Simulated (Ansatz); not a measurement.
# BH$_{3}$···H$_{2}$S: what the fields show

The calculation's input:

```
crystal:
  periodic: [false, false, false]
  atoms:
    - { symbol: B, position_ang: [0.0, 0.0, 0.0] }
    - { symbol: H, position_ang: [0.0, 0.0, 1.54] }
    - { symbol: H, position_ang: [1.0305, 0.0, -0.595] }
    - { symbol: H, position_ang: [-1.0305, 0.0, -0.595] }
    - { symbol: S, position_ang: [0.0915, -2.0763, 0.6906] }
    - { symbol: H, position_ang: [-0.666, -2.8867, -0.1635] }
    - { symbol: H, position_ang: [0.0385, -0.8742, 1.6662] }
basis:
  gaussian: { orbitals: def2-SVP }
hamiltonian:
  xc: b3lyp
relax:
  f_tol: 0.15
  max_steps: 25
  restrain:
    - { distance: [0, 4], at: 3.09, k: 30.0 }
    - { distance: [6, 1], at: 1.86, k: 30.0 }
    - { distance: [0, 1], at: 1.19, k: 30.0 }
    - { distance: [6, 4], at: 1.4, k: 30.0 }
output:
  orbitals: {}
```

Command:

```sh
ansatz run input.yaml --threads 1 --pin off --max-ram 2048MiB --backend cpu --events-out ev --progress --plain --runs-dir out
```

The fields are those of the run's last geometry, not of the input's.

Not at a stationary point (largest force 0.7 eV/Å).

Method: Ansatz 0.2.0, RKS B3LYP/def2-SVP.

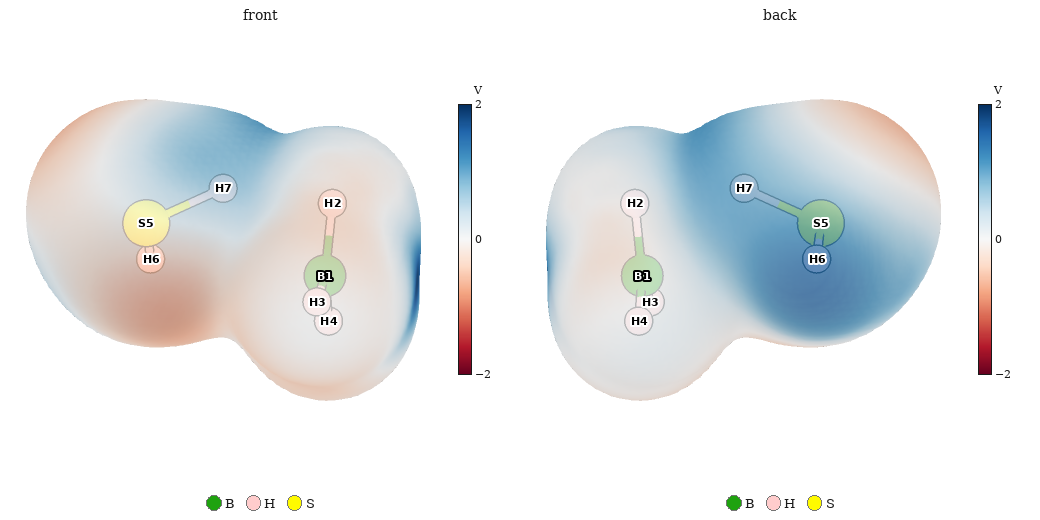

Figure 1. The electrostatic potential painted on the density surface at 0.002 e/bohr³, seen from the front and from behind; the colour scale runs from red (negative) to blue (positive).

### Describe the electrostatic potential map.

The most negative region (about −0.8 V) lies over S5, the most positive (about +1.7 V) over B1.

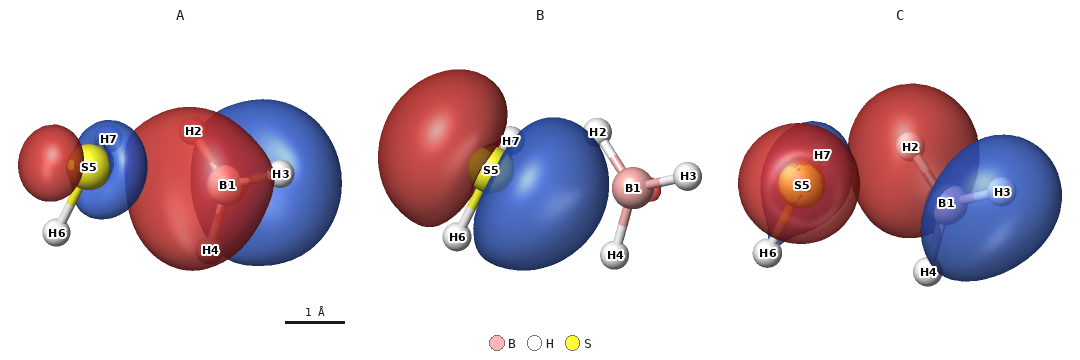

Figure 2. Three frontier orbitals at ±0.1 Å⁻³ᐟ² (blue and red are the two phases), in no order.

### Which picture is the HOMO−1, the HOMO and the LUMO?

C is the HOMO−1 (−9.35 eV). Its weight (Hirshfeld) is mainly on B1 (about 35 %), H2 (about 25 %), H3 (about 20 %) and S5 (about 15 %). B is the HOMO (−7.43 eV). Its weight (Hirshfeld) is mainly on S5 (about 85 %); largely a lone pair of S5. A is the LUMO (−1.68 eV). By Hirshfeld shares it lies mainly on B1 (about 65 %), S5 (about 10 %), H3 (about 5 %), H4 (about 5 %) and H2 (about 5 %).

### What is the HOMO–LUMO gap?

5.75 eV between the orbital energies.

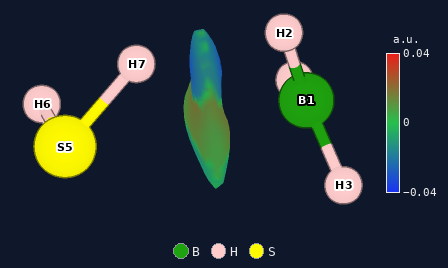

Figure 3. Non-covalent interaction (NCI) plot: the surface where the reduced density gradient is 0.6, for densities under 0.05 a.u., coloured by sign(λ₂)ρ; seen from one side.

### Which non-covalent interactions does the plot reveal?

H7···B1 (2.3 Å): a weak contact, attractive (blue-green) on one side and crowded (olive to red) on the other.
